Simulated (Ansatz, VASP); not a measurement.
**BaZrO3 in two plane-wave programs**

One calculation is typed for both programs; each brings its own data sets. How far apart do they land? The cell is taken from a series of VASP runs on this material, whose earlier steps may have relaxed, scaled or displaced it; both programs get it as it stands. Valence electrons are named where the data sets of a main pair hold unlike numbers.

Main program and level: Ansatz 0.2.0; plane waves, with VASP 6.6.1 beside it; band structure at PBE with D3(BJ), single point at PBE with D3(BJ) and electric field gradients at PBE with D3(BJ).

## (1) The structure

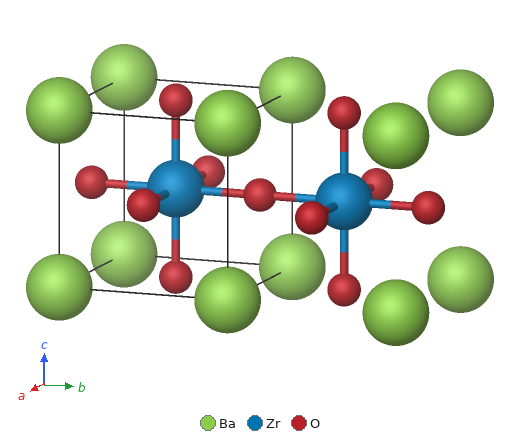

The cell as given, slightly off an axis (barium green, zirconium blue, oxygen red). 1×2×1 cells are drawn. Some periodic images of atoms are drawn too.

As a file:

```
Ba Zr O
1.0
     4.21202    0.00000    0.00000
     0.00000    4.21202    0.00000
     0.00000    0.00000    4.21202
Ba Zr O
1 1 3
Direct
  0.00000 0.00000 0.00000
  0.50000 0.50000 0.50000
  0.00000 0.50000 0.50000
  0.50000 0.00000 0.50000
  0.50000 0.50000 0.00000
```

## (2) VASP: band structure, PBE with D3(BJ)

The same path points are solved in both programs, so levels can be compared one by one.

Lines of VASP's logs that name or quote its potential files are left out, and so is its time.

Input file INCAR:

```
SYSTEM = BaZrO3
PREC = Accurate
ENCUT = 520
EDIFF = 1E-06
NELM = 100
ISMEAR = 0
SIGMA = 0.05
LREAL = .FALSE.
ALGO = Normal
GGA = PE
IVDW = 12
NBANDS = 35
LASPH = .TRUE.
LORBIT = 11
LWAVE = .FALSE.
LCHARG = .FALSE.
KPAR = 4
```

Input file POSCAR:

```
BaZrO3
1.0
    4.2120241836      0.0000000000      0.0000000000
    0.0000000000      4.2120241836      0.0000000000
    0.0000000000      0.0000000000      4.2120241836
Ba Zr O
1 1 3
Direct
    0.0000000000      0.0000000000      0.0000000000
    0.5000000000      0.5000000000      0.5000000000
    0.0000000000      0.5000000000      0.5000000000
    0.5000000000      0.0000000000      0.5000000000
    0.5000000000      0.5000000000      0.0000000000
```

Input file KPOINTS:

```
Automatic mesh
0
Gamma
5 5 5
0 0 0
```

Input file KPOINTS_OPT:

```
Line mode
16
Line-mode
Reciprocal
  0.00000000   0.00000000   0.00000000 GAMMA
  0.00000000   0.50000000   0.00000000 X

  0.00000000   0.50000000   0.00000000 X
  0.50000000   0.50000000   0.00000000 M

  0.50000000   0.50000000   0.00000000 M
  0.00000000   0.00000000   0.00000000 GAMMA

  0.00000000   0.00000000   0.00000000 GAMMA
  0.50000000   0.50000000   0.50000000 R

  0.50000000   0.50000000   0.50000000 R
  0.00000000   0.50000000   0.00000000 X

  0.50000000   0.50000000   0.00000000 M
  0.50000000   0.50000000   0.50000000 R
```

The projector-augmented-wave data sets are Ba_sv, Zr_sv and O (PBE family, release 64).

Command:

```bash
mpirun -np 4 vasp_std
```

Numbers of over 12 decimals in the logs are rounded to 6 here.

Output:

```text
[banner, memory and clock lines left out]
running    4 mpi-ranks, on    1 nodes
 distrk:  each k-point on    1 cores,    4 groups
 distr:  one band on    1 cores,    1 groups

 POSCAR found type information on POSCAR BaZrO
 POSCAR found :  3 types and       5 ions
 LDA part: xc-table for (Slater+PW92), standard interpolation
 POSCAR, INCAR and KPOINTS ok, starting setup
 FFT: planning ... GRIDC
 FFT: planning ... GRID_SOFT
 FFT: planning ... GRID
 WAVECAR not read
 entering main loop
       N       E                     dE             d eps       ncg     rms          rms(c)
DAV:   1     0.291560263542E+03    0.29156E+03   -0.21217E+04   700   0.112E+03
DAV:   2    -0.288576466813E+02   -0.32042E+03   -0.30632E+03   871   0.297E+02
DAV:   3    -0.487825666996E+02   -0.19925E+02   -0.19769E+02  1045   0.662E+01
DAV:   4    -0.493207711838E+02   -0.53820E+00   -0.53602E+00   954   0.835E+00
DAV:   5    -0.493281545676E+02   -0.73834E-02   -0.73828E-02   935   0.824E-01    0.281E+01
DAV:   6    -0.419123610062E+02    0.74158E+01   -0.21758E+01   765   0.305E+01    0.105E+01
DAV:   7    -0.417419066851E+02    0.17045E+00   -0.17868E+00   881   0.709E+00    0.852E+00
DAV:   8    -0.417349563583E+02    0.69503E-02   -0.43279E-01   808   0.478E+00    0.313E+00
DAV:   9    -0.417103742154E+02    0.24582E-01   -0.69392E-02   796   0.172E+00    0.569E-01
DAV:  10    -0.417123236380E+02   -0.19494E-02   -0.80503E-03   847   0.644E-01    0.151E-01
DAV:  11    -0.417122689836E+02    0.54654E-04   -0.66787E-04   786   0.184E-01    0.363E-02
DAV:  12    -0.417123329851E+02   -0.64002E-04   -0.12064E-04   794   0.617E-02    0.376E-02
DAV:  13    -0.417123311525E+02    0.18326E-05   -0.10978E-05   872   0.202E-02    0.588E-03
DAV:  14    -0.417123312188E+02   -0.66230E-07   -0.13805E-06   733   0.773E-03
   1 F= -.42923087E+02 E0= -.42923087E+02  d E =-.737088E-20
 Start KPOINTS_OPT (optional k-point list driver)
k-point batch [1-10\96]
       N       E                     dE             ncg
DAV:   1    -0.160276860698E+03   -0.23986E+04      700
DAV:   2    -0.310553051126E+04   -0.29453E+04      851
DAV:   3    -0.328311529610E+04   -0.17758E+03     1016
DAV:   4    -0.328675118970E+04   -0.36359E+01     1048
DAV:   5    -0.328679286639E+04   -0.41677E-01      904
DAV:   6    -0.328679316016E+04   -0.29377E-03      879
DAV:   7    -0.328679316633E+04   -0.61704E-05      826
DAV:   8    -0.328679316644E+04   -0.11131E-06      650
[...]
k-point batch [91-96\96]
       N       E                     dE             ncg
DAV:   1     0.556763132262E+04   -0.87984E+04      420
DAV:   2     0.368130240340E+04   -0.18863E+04      500
DAV:   3     0.355020716468E+04   -0.13110E+03      728
DAV:   4     0.354755443655E+04   -0.26527E+01      565
DAV:   5     0.354749194977E+04   -0.62487E-01      551
DAV:   6     0.354749158457E+04   -0.36521E-03      544
DAV:   7     0.354749158160E+04   -0.29701E-05      516
DAV:   8     0.354749158157E+04   -0.25695E-07      360
```

From OUTCAR (step 2):

```text
ion  position               nearest neighbor table
   1  0.000  0.000  0.000-   3 2.98   4 2.98   5 2.98   3 2.98   4 2.98   3 2.98   5 2.98   3 2.98
                             4 2.98   5 2.98   4 2.98   5 2.98   2 3.65   2 3.65   2 3.65   2 3.65
   2  0.500  0.500  0.500-   3 2.11   4 2.11   5 2.11   5 2.11   4 2.11   3 2.11   1 3.65   1 3.65
                             1 3.65   1 3.65   1 3.65   1 3.65   1 3.65   1 3.65
   3  0.000  0.500  0.500-   2 2.11   2 2.11   1 2.98   1 2.98   1 2.98   1 2.98
   4  0.500  0.000  0.500-   2 2.11   2 2.11   1 2.98   1 2.98   1 2.98   1 2.98
   5  0.500  0.500  0.000-   2 2.11   2 2.11   1 2.98   1 2.98   1 2.98   1 2.98

  LATTYP: Found a simple cubic cell.
 ALAT       =     4.2120241836

 Subroutine GETGRP returns: Found 48 space group operations
 (whereof 48 operations were pure point group operations)

The static configuration has the point symmetry O_h .

 Found     10 irreducible k-points:

   k-points           NKPTS =     10   k-points in BZ     NKDIM =     10   number of bands    NBANDS=     35

   dimension x,y,z NGX =    32 NGY =   32 NGZ =   32
   dimension x,y,z NGXF=    64 NGYF=   64 NGZF=   64

   ENCUT  =  520.0 eV  38.22 Ry    6.18 a.u.   7.83  7.83  7.83*2*pi/ulx,y,z

   NELECT =      40.0000    total number of electrons

 k-points in reciprocal lattice and weights: Automatic mesh
   0.00000000  0.00000000  0.00000000       0.008
   0.20000000  0.00000000  0.00000000       0.048
   0.40000000  0.00000000  0.00000000       0.048
   0.20000000  0.20000000  0.00000000       0.096
   0.40000000  0.20000000  0.00000000       0.192
   0.40000000  0.40000000  0.00000000       0.096
   0.20000000  0.20000000  0.20000000       0.064
   0.40000000  0.20000000  0.20000000       0.192
   0.40000000  0.40000000  0.20000000       0.192
   0.40000000  0.40000000  0.40000000       0.064

 average (electrostatic) potential at core
       1 -33.7397       2 -78.3497       3 -69.4395       4 -69.4395       5 -69.4395

 E-fermi :   3.8990

 k-point     1 :       0.0000    0.0000    0.0000
  band No.  band energies     occupation
    ...
     16       2.7211      2.00000
     17       2.7211      2.00000
     18       3.4444      2.00000
     19       3.4444      2.00000
     20       3.4444      2.00000
     21       6.8407      0.00000
     22       6.8407      0.00000
     23       6.8407      0.00000
     24       8.3197      0.00000
     25       8.3197      0.00000
    ...

 k-point     2 :       0.2000    0.0000    0.0000
  band No.  band energies     occupation
    ...
     16       2.3957      2.00000
     17       2.4591      2.00000
     18       2.6385      2.00000
     19       3.3318      2.00000
     20       3.3318      2.00000
     21       6.9727      0.00000
     22       7.6560      0.00000
     23       7.6560      0.00000
     24       8.9027      0.00000
     25       8.9360      0.00000
    ...

 k-point     3 :       0.4000    0.0000    0.0000
  band No.  band energies     occupation
    ...
     16       2.0227      2.00000
     17       2.0227      2.00000
     18       2.0984      2.00000
     19       3.2239      2.00000
     20       3.2239      2.00000
     21       7.2235      0.00000
     22       9.0260      0.00000
     23       9.0260      0.00000
     24       9.8805      0.00000
     25      10.0733      0.00000
    ...

 Edisp (eV)   -1.21076

  Total      -0.00115    -0.00115    -0.00115     0.00000     0.00000    -0.00000
  in kB      -0.02471    -0.02471    -0.02471     0.00000     0.00000    -0.00000
  external pressure =       -0.02 kB  Pullay stress =        0.00 kB

  energy-cutoff  :      520.00
  volume of cell :       74.73
      direct lattice vectors                 reciprocal lattice vectors
     4.212024184  0.000000000  0.000000000     0.237415541  0.000000000  0.000000000
     0.000000000  4.212024184  0.000000000     0.000000000  0.237415541  0.000000000
     0.000000000  0.000000000  4.212024184     0.000000000  0.000000000  0.237415541

 POSITION                                       TOTAL-FORCE (eV/Angst)
 -----------------------------------------------------------------------------------
      0.00000      0.00000      0.00000         0.000000      0.000000      0.000000
      2.10601      2.10601      2.10601         0.000000      0.000000      0.000000
      0.00000      2.10601      2.10601         0.000000      0.000000      0.000000
      2.10601      0.00000      2.10601         0.000000      0.000000      0.000000
      2.10601      2.10601      0.00000         0.000000      0.000000      0.000000
 -----------------------------------------------------------------------------------
    total drift:                                0.000000     -0.000000     -0.000000

  FREE ENERGIE OF THE ION-ELECTRON SYSTEM (eV)
  ---------------------------------------------------
  free  energy   TOTEN  =       -42.9230874884 eV

  energy  without entropy=      -42.9230874884  energy(sigma->0) =      -42.92308749

 total charge
# of ion       s       p       d       tot
------------------------------------------
    1        2.001   5.633   0.263   7.896
    2        2.196   6.082   1.411   9.688
    3        1.561   3.480   0.000   5.041
    4        1.561   3.480   0.000   5.041
    5        1.561   3.480   0.000   5.041
--------------------------------------------------
tot          8.879  22.154   1.674  32.707

[... 3 further parts left out ...]
```

Harder data sets than Ba_sv exist (the GW ones), and pressures, volumes and forces can shift noticeably with them.

## (3) Ansatz: band structure, PBE with D3(BJ)

Ansatz runs on its default PAW (the set named soft_2) files.

The same cell, functional, mesh and smearing now go to Ansatz, which takes its cutoff from its data sets.

Input file input.yaml:

```yaml
crystal:
  lattice:
    - [4.2120241836, 0.0, 0.0]
    - [0.0, 4.2120241836, 0.0]
    - [0.0, 0.0, 4.2120241836]
  atoms:
    - { symbol: Ba, position: [0.0, 0.0, 0.0] }
    - { symbol: Zr, position: [0.5, 0.5, 0.5] }
    - { symbol: O, position: [0.0, 0.5, 0.5] }
    - { symbol: O, position: [0.5, 0.0, 0.5] }
    - { symbol: O, position: [0.5, 0.5, 0.0] }
hamiltonian:
  xc: pbe
  pseudopotentials: { kind: paw }
  dispersion: d3bj
kpoints:
  mp_grid: { grid: [5, 5, 5] }
  band_path:
    path:
      - [0.0, 0.0, 0.0]
      - [0.0, 0.1, 0.0]
      - [0.0, 0.2, 0.0]
      - [0.0, 0.3, 0.0]
      - [0.0, 0.43333, 0.0]
      - [0.0, 0.5, 0.0]
      - [0.1, 0.5, 0.0]
      - [0.2, 0.5, 0.0]
      - [0.33333, 0.5, 0.0]
      - [0.43333, 0.5, 0.0]
      - [0.5, 0.5, 0.0]
      - [0.36667, 0.36667, 0.0]
      - [0.26667, 0.26667, 0.0]
      - [0.16667, 0.16667, 0.0]
      - [0.06667, 0.06667, 0.0]
      - [0.03333, 0.03333, 0.03333]
      - [0.13333, 0.13333, 0.13333]
      - [0.23333, 0.23333, 0.23333]
      - [0.33333, 0.33333, 0.33333]
      - [0.46667, 0.46667, 0.46667]
      - [0.5, 0.5, 0.5]
      - [0.46667, 0.5, 0.46667]
      - [0.36667, 0.5, 0.36667]
      - [0.23333, 0.5, 0.23333]
      - [0.13333, 0.5, 0.13333]
      - [0.03333, 0.5, 0.03333]
      - [0.5, 0.5, 0.03333]
      - [0.5, 0.5, 0.16667]
      - [0.5, 0.5, 0.26667]
      - [0.5, 0.5, 0.36667]
      - [0.5, 0.5, 0.5]
    npoints: 1
scf:
  occupations: { method: gaussian, width: 0.05 }
  n_extra_bands: 8
output:
  forces: true
  stress: true
  eigenvalues: true
  write_density: true
  write_potential: true
  elf: true
  volumetric_format: npy
```

Command:

```bash
ansatz run input.yaml --threads 2 --pin off --max-ram 4608MiB --backend cpu --events-out ev --progress --plain --runs-dir out
```

Output:

```text
scf.n_extra_bands = 8 over 20 filled bands (N_el = 40.0): the run solves 28 bands
Engine: ansatz 0.2.0, aarch64-unknown-linux-gnu
Pseudopotentials: kind: paw
Pseudopotential: Ba, paw, valence charge 10, recommended cutoff 420 eV (normal), Ba.paw.azcp
Pseudopotential: Zr, paw, valence charge 12, recommended cutoff 420 eV (normal), Zr.paw.azcp
Pseudopotential: O, paw, valence charge 6, recommended cutoff 420 eV (normal), O.paw.azcp
Functional definition: PBE
  parameter kappa = 0.804
  parameter beta = 0.066725
  exchange = pbe_x(kappa = kappa, mu = beta*pi^2/3)
  correlation = pbe_c(beta = beta)
Crystal: 5 atoms, lattice volume = 74.726 Å³
Basis set: ecut = 420 eV, 1419 PW (Γ), exchange–correlation on 60×60×60 points (8 copies of the dense FFT grid, shifted against one another)
Bands: 28, of which v1, the nominal top of the filled ones, is band 20 counted from 1 (19 counted from 0)
Symmetry: 48 space group operations
Space group: Pm-3m (ITA 221), of the structure as read, at distance tolerance 4.2e-5 Å
k-points: 10 of 125
Non-local potential: Ba, projectors of the file, l = 0: 3, l = 1: 2, l = 2: 2, l = 3: 2
Non-local potential: Zr, projectors of the file, l = 0: 3, l = 1: 2, l = 2: 2, l = 3: 2
Non-local potential: O, projectors of the file, l = 0: 2, l = 1: 2, l = 2: 1
PAW form: soft (Blöchl's): semilocal exchange-correlation on the pseudo side does not see the compensation charge
PAW one-centre angular grid: Ba, 194 points (default); XC on 64 Gauss nodes
PAW one-centre angular grid: Zr, 590 points (default); XC on 64 Gauss nodes
PAW one-centre angular grid: O, 110 points (default); XC on 64 Gauss nodes
Initial density: superposition of atomic densities (neutral atoms: chi_scale 0, normalization atom), corrected by the library's trained network
Initial wavefunctions: pseudopotential atomic-orbital guess
Functional: x = pbe(κ = 0.804, μ = 0.219515), c = pbe(β = 0.066725)
SCF iter   1: F=—  HF=-11845.900229 eV  |F-HF|=—  |Δ(HF+E_count)|=         —  Δρ=7.69e-4  dr2=2.74e-4  ethr=1.77e-3  ⟨swp⟩=8.0  Hψ=1533  notcnv=0  defer=1
preconditioner: auto → Resta (q_TF=auto, 2.458 Å⁻¹)  ε∞=3.5  [insulator: Δε(μ)=3.297 eV  Ē_g=16.891 eV  σ=0.050 eV  W_gap=1.00  n_scr=18 (ndim 8)  ℏωp=26.5 eV  f_vac=0.000  D(μ)=0.00/eV (n_scr^D=0)  ε∞_Penn≈3.5]
SCF iter   2: F=—  HF=-11845.900456 eV  |F-HF|=—  |Δ(HF+E_count)|=   2.27e-4  Δρ=6.95e-4  dr2=2.70e-4  ethr=6.84e-7  ⟨swp⟩=2.4  Hψ=569  notcnv=0  defer=4
SCF iter   3: F=—  HF=-11845.900472 eV  |F-HF|=—  |Δ(HF+E_count)|=   1.54e-5  Δρ=2.40e-4  dr2=1.21e-5  ethr=6.75e-7  ⟨swp⟩=2.0  Hψ=366  notcnv=0  defer=4
SCF iter   4: F=—  HF=-11845.900458 eV  |F-HF|=—  |Δ(HF+E_count)|=   1.37e-5  Δρ=1.18e-4  dr2=3.53e-6  ethr=3.02e-8  ⟨swp⟩=2.0  Hψ=441  notcnv=0  defer=4
iter 5 did not close the SCF: its close was put off for the readings that it lacked (scf_convergence_deferred on its scf_iter line)
SCF iter   5: F=-11845.900471 eV  HF=-11845.900471 eV  |F-HF|=3.91e-8  |Δ(HF+E_count)|=   1.26e-5  Δρ=1.16e-5  dr2=6.48e-8  ethr=8.82e-9  ⟨swp⟩=2.4  Hψ=449  notcnv=0  defer=4
SCF iter   6: F=-11845.900471 eV  HF=-11845.900471 eV  |F-HF|=5.27e-9  |Δ(HF+E_count)|=   4.79e-8  Δρ=2.37e-6  dr2=2.74e-9  ethr=1.62e-10  ⟨swp⟩=11.3  Hψ=2053  notcnv=0
SCF 1 converged in 6 iterations: F = -11845.900471 eV  dr2 = 2.74e-9
  greatest PAW one-centre occupation: 0.995 electrons in one spin orbital (limit 2), on the Zr atom at site 1 (counted from 0), in its partial waves of l = 0
NSCF: frozen V_eff on 31 k-points
SCF converged after 6 iterations
Free energy (F): -11845.900471 eV
Harris-Foulkes:  -11845.900471 eV  (|F-HF|=5.27e-9)
Internal energy: -11845.900471 eV  (E = F + TS)
E sigma→0 (E₀):  -11845.900471 eV
Fermi energy:    11.189214 eV
--- Per-component energies (eV) ---
  E_band       = -99.330361
  E_kinetic    = 1032.143805
  E_local      = -1956.844025  (includes V_loc(G=0)·N_el)
  E_nonlocal   = 275.870037
  E_hartree    = 692.721942
  E_xc         = -555.801515
  E_vxc        = -615.100593  (∫ρ·V_xc dr)
  E_paw        = -8652.238380  (= ΣΔE_a)
  E_vpaw       = -220.851349  (= ΣTr[D̂ρ^β])
  E_aug_tail   = 0.007375  (compensation charges beyond the density's cutoff)
  E_ewald      = -2680.548534
  E_disp       = -1.211177  (pairwise vdW)
  E_smearing   = -0.000000  (= −TS)
  E_closure    = 0.000000  (closes the sum)
  Σ components = -11845.900471   (vs F -11845.900471, Δ=0.00e0)
--- Forces (eV/Å), atoms counted from 1 ---
  atom   1  Ba    -0.00000000     0.00000000     0.00000000
  atom   2  Zr     0.00000000     0.00000000     0.00000000
  atom   3  O      0.00000000    -0.00000000     0.00000000
  atom   4  O      0.00000000    -0.00000000     0.00000000
  atom   5  O      0.00000000     0.00000000     0.00000000
  max |Σ_I F_I| component: 5.18e-29 eV/Å
--- Stress (GPa, compression-positive) ---
       -0.991032       0.000000       0.000000
       -0.000000      -0.991032       0.000000
       -0.000000       0.000000      -0.991032
  P = ⅓ Tr σ = -0.9910 GPa (-9.910 kbar)
--- Band table (eV; the first three rows and the last of 10) ---
  k-point 0: bands = [... 16 lower, 8.6618, 9.4254, 9.4254, 9.4254, 12.8427, 12.8427, 12.8427, 14.3661, ... 4 higher]
  k-point 1: bands = [... 16 lower, 8.4223, 8.6235, 9.3124, 9.3124, 12.9537, 13.6448, 13.6448, 14.9274, ... 4 higher]
  k-point 2: bands = [... 16 lower, 7.9869, 8.0889, 9.2045, 9.2045, 13.1596, 14.9947, 14.9947, 15.9065, ... 4 higher]
  k-point 9: bands = [... 16 lower, 7.1778, 9.4254, 9.4254, 9.5350, 15.5796, 15.7421, 15.7421, 16.5286, ... 4 higher]
```

Elapsed: 3.4 s, on 2 threads of Arm Neoverse N1, shared host; peak memory 0.34 GiB.

## (4) Differences

Known differences besides the potentials themselves: the cutoff is 420 eV in Ansatz and 520 eV in VASP. Total energies have different zeros and are not compared.

Compared:

```
                                        quantity  Ansatz   VASP  difference
                                  pressure (GPa)   -0.99   0.00       -0.99
pressure without Ansatz's Pulay correction (GPa)   -1.47   0.00       -1.47
                   gap over the path points (eV)   3.204  3.156      +0.049
```

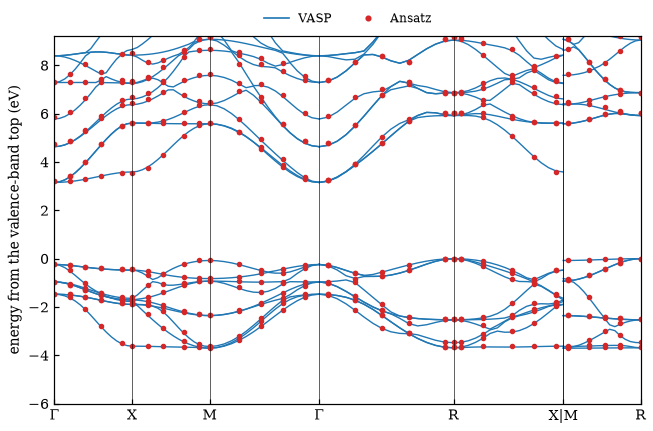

Bands from VASP (lines) and levels from Ansatz (dots). Dots without a line are higher empty bands that the VASP plot leaves out.

Levels at points of the path, from each program's valence-band top (eV; 4 filled, then empty):

```
k (reciprocal lattice)                                  Ansatz                                    VASP
     0.000 0.000 0.000  -0.98 -0.21 -0.21 -0.21 3.20 3.20 3.20  -0.96 -0.24 -0.24 -0.24 3.16 3.16 3.16
     0.000 0.100 0.000  -1.05 -0.49 -0.25 -0.25 3.23 3.43 3.43  -1.04 -0.52 -0.28 -0.28 3.19 3.39 3.39
     0.000 0.200 0.000  -1.22 -1.01 -0.33 -0.33 3.31 4.01 4.01  -1.23 -1.05 -0.35 -0.35 3.29 3.97 3.97
     0.000 0.300 0.000  -1.42 -1.41 -0.39 -0.39 3.42 4.73 4.73  -1.45 -1.43 -0.42 -0.42 3.42 4.70 4.70
     0.000 0.433 0.000  -1.68 -1.58 -0.44 -0.44 3.54 5.50 5.50  -1.69 -1.62 -0.47 -0.47 3.56 5.49 5.49
     0.000 0.500 0.000  -1.70 -1.60 -0.45 -0.45 3.56 5.62 5.62  -1.71 -1.64 -0.47 -0.47 3.59 5.61 5.61
     0.100 0.500 0.000  -1.57 -1.11 -0.69 -0.51 3.76 5.62 5.63  -1.61 -1.13 -0.72 -0.53 3.79 5.60 5.61
     0.200 0.500 0.000  -1.38 -1.04 -0.63 -0.62 4.28 5.61 5.72  -1.42 -1.07 -0.65 -0.64 4.29 5.59 5.70
     0.333 0.500 0.000  -1.08 -1.01 -0.75 -0.21 5.10 5.61 6.07  -1.11 -1.04 -0.77 -0.23 5.09 5.58 6.04
     0.433 0.500 0.000  -0.94 -0.93 -0.80 -0.07 5.52 5.61 6.35  -0.96 -0.95 -0.82 -0.10 5.50 5.58 6.30
```

Among the levels compared at these points, filled levels agree within 45 meV and empty ones within 87 meV. Ansatz's pressure holds a Pulay correction of 0.48 GPa; VASP's holds none.

## (5) Other set-ups

Further runs change the set-up of one program: Ansatz's method, potentials or start, or VASP's data sets, cutoff or form of LDA. The table gives Ansatz less VASP for each quantity, since a change that brings one quantity closer may part another.

```
                              run  pressure (GPa)  gap over the path points (eV)
                         as above           -0.99                          0.049
Ansatz's all-electron LAPW method            -1.0                          0.046
```

(Part 1 of 2 ends here.)

[Lines on the potential files, build, host, timing and source positions are cut from VASP's logs without a mark.]

[Logs are printed without paths, hosts, clocks, repeated set-up lines and the standing remarks that a program may print on its own settings, such as how far it seeks lower states.]

[Hosts, paths, dates, database ids (printed as entryN), source tags and the programs' standing remarks are cut or masked in the printed files.]
